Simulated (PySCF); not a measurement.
**One shape, several levels: CuOH (SMILES [Cu]O)**

Wanted: a comparison of 6 runs (HF/3-21G, B3LYP/6-31G*, CAM-B3LYP/pcseg-1, PBE0/def2-SVP, wB97X/aug-cc-pVDZ) of CuOH. 

The results are computed with PySCF 2.14.0.

1 further run of the same task is left out (set aside as unsound or not needed).

## Step 1: The molecule

CuOH: 3 atoms, total charge 0, spin state singlet. As SMILES, `[Cu]O`. The shape is that of a PBE0-D4/def2-TZVP optimisation.

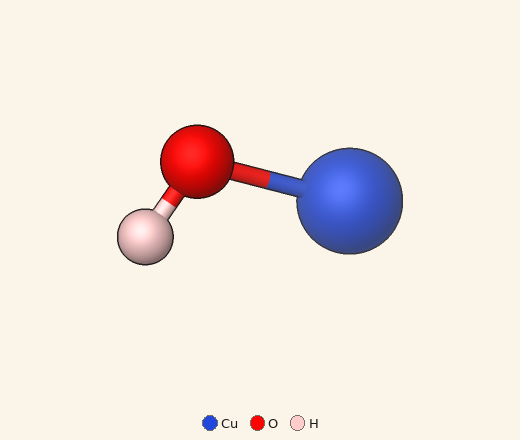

The structure, seen from a chosen angle (copper blue, oxygen red, hydrogen pink).

## Step 2: Energy and forces at HF/3-21G (run 1)

job.py reads:

```python
from pyscf import gto

mol = gto.M(
    atom='''
Cu    -2.178457     0.539063    -1.128072
O      0.780211     0.581695     0.491385
H      1.398246    -1.120759     0.636687
''',
    unit='bohr',
    verbose=4,
    max_memory=1860,
    basis='3-21g',
    spin=0,
)

mf = mol.RHF()
mf.conv_tol = 1e-10
mf.kernel()
if not mf.converged:
    mf = mf.newton().run(mf.mo_coeff, mf.mo_occ)

etot = mf.e_tot
print(f'total energy: {etot:.8f} hartree')
grad = mf.nuc_grad_method().kernel()
dip = mf.dip_moment()
pop, q = mf.mulliken_pop()
```

On the command line:

```bash
$ OMP_NUM_THREADS=1 python job.py
```

Log:

```text
PySCF version 2.14.0

[... 77 lines left out ...]
converged SCF energy = -1705.70685598717
total energy: -1705.70685599 hartree
[... 9 lines left out ...]
Dipole moment(X, Y, Z, Debye): -3.34550, -1.35839, -1.97894
[... 42 lines left out ...]
charge of    2H =      0.33243
```

It took 0.93 s on 1 thread of Arm Neoverse V2, shared host; peak memory 0.12 GiB.

## Step 3: Energy and forces at B3LYP/6-31G(d) (spherical functions) (run 2)

run.py reads:

```python
from pyscf import gto, dft

mol = gto.Mole()
mol.atom = '''
Cu    -2.178457     0.539063    -1.128072
O      0.780211     0.581695     0.491385
H      1.398246    -1.120759     0.636687
'''
mol.verbose = 4
mol.basis = '6-31g*'
mol.max_memory = 1860
mol.charge = 0
mol.unit = 'bohr'
mol.build()

mf = dft.RKS(mol, xc='b3lyp')
mf.conv_tol = 1e-10
mf.grids.level = 5
mf.kernel()
if not mf.converged:
    mf = mf.newton().run(mf.mo_coeff, mf.mo_occ)

e_tot = mf.e_tot
print('E = %.10f Eh' % e_tot)
grad = mf.nuc_grad_method().kernel()
dip = mf.dip_moment()
pop, q = mf.mulliken_pop()
```

On the command line:

```bash
$ OMP_NUM_THREADS=1 python run.py
```

Log:

```text
PySCF version 2.14.0

[... 79 lines left out ...]
converged SCF energy = -1716.03128060497
[... 11 lines left out ...]
Dipole moment(X, Y, Z, Debye): -2.51211, -1.06008, -1.49051
[... 54 lines left out ...]
charge of    2H =      0.40606
```

Run time: 7.8 s. Hardware: 1 thread of Arm Neoverse V2, shared host; peak memory 0.51 GiB.

Runs 3 to 5 aren't shown in full; the table further down has their settings and results.

## Step 4: Energy and forces at wB97X/aug-cc-pVDZ (run 6)

start.xyz reads:

```xyz
3
CuHO
Cu    -1.152790     0.285260    -0.596950
O      0.412870     0.307820     0.260030
H      0.739920    -0.593080     0.336920
```

calc.py reads:

```python
import pyscf.grad
from pyscf import gto, dft

system = gto.M(
    atom='start.xyz',
    max_memory=1860,
    charge=0,
    verbose=3,
    spin=0,
    basis='aug-cc-pvdz',
)

calc0 = dft.RKS(system)
calc0.xc = 'wb97x'
calc0.conv_tol = 1e-10
calc0.grids.level = 5
calc0.kernel()
if not calc0.converged:
    calc0 = calc0.newton().run(calc0.mo_coeff, calc0.mo_occ)

etot = calc0.e_tot
print(f'total energy: {etot:.8f} hartree')
grad = calc0.Gradients().kernel()
calc0.analyze()
```

On the command line:

```bash
$ OMP_NUM_THREADS=1 python calc.py
```

Log:

```text
converged SCF energy = -1716.40467415507
[... 18 lines left out ...]
MO #11  energy= -1.04091019262318  occ= 2
[... 15 lines left out ...]
MO #27  energy= 0.0988280048557076 occ= 0
[... 15 lines left out ...]
MO #43  energy= 0.538445964490795  occ= 0
[... 15 lines left out ...]
MO #59  energy= 1.5199322700912    occ= 0
[... 15 lines left out ...]
MO #75  energy= 3.03009231165214   occ= 0
[... 15 lines left out ...]
MO #91  energy= 6.25939653008242   occ= 0
[... 4 lines left out ...]
Dipole moment(X, Y, Z, Debye): -3.59222, -1.02704, -2.07622
```

It took 53 s on 1 thread of Arm Neoverse V2, shared host; peak memory 0.88 GiB.

## Step 5: Overview of the runs

| run | level | integration grid | Cartesian functions | energy (Eh) | dipole moment (D) | HOMO energy (eV) | LUMO energy (eV) | wall time |
| --- | --- | --- | --- | --- | --- | --- | --- | --- |
| 1 | HF/3-21G | – | no | -1705.706856 | 4.12 | -8.17 | 0.01 | 0.93 s |
| 2 | B3LYP/6-31G* (spherical functions) | 5 | no | -1716.031281 | 3.11 | -5.82 | -2.63 | 7.8 s |
| 3 | CAM-B3LYP/pcseg-1 | 5 | no | -1716.207789 | 4.10 | -7.78 | -1.30 | 12 s |
| 4 | PBE0/def2-SVP | 5 | no | -1715.688957 | 4.01 | -6.05 | -2.06 | 5.7 s |
| 5 | B3LYP/6-31G* (Cartesian functions) | 5 | yes | -1716.038583 | 3.13 | -5.82 | -2.63 | 8.1 s |
| 6 | wB97X/aug-cc-pVDZ | 5 | no | -1716.404674 | 4.27 | -9.32 | -0.69 | 53 s |

## Step 6: Summary of results

| quantity | value |
| --- | --- |
| run 6: total energy | -1716.40467 Eh |
| run 6: dipole moment | 4.27 D |
| run 6: HOMO energy | -9.32 eV |
| run 6: LUMO energy | -0.69 eV |
| run 6: HOMO–LUMO gap | 8.63 eV |
| run 6: largest force on an atom | 0.106 eV/Å |

The dipole moment (its size) runs from 3.11 D (B3LYP/6-31G*) to 4.27 D (wB97X/aug-cc-pVDZ). The two ends differ in method and basis. The HOMO–LUMO gap runs from 3.19 eV (B3LYP/6-31G*) to 8.63 eV (wB97X/aug-cc-pVDZ). Totals of different functionals can't be ranked against each other. All runs together took 87 s, the longest 53 s.
